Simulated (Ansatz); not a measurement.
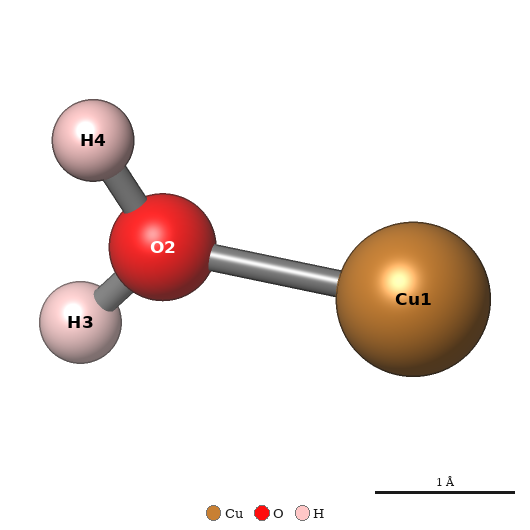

Simulated data, not a measurement (program: Ansatz).

Orthographic view. Distant atoms are faded towards the background colour. Charge +2, doublet. Geometry: a fixed input geometry, not necessarily a minimum. Other spin states may lie lower.

Give the geometry as a Z-matrix, atoms in numerical order, with these reference atoms: 2 to 1; 3 to 2, 1; 4 to 2, 3, 1.

```
Cu 
O    1   1.900
H    2   0.965   1   126.6
H    2   0.965   3   106.9   1   180.0
```
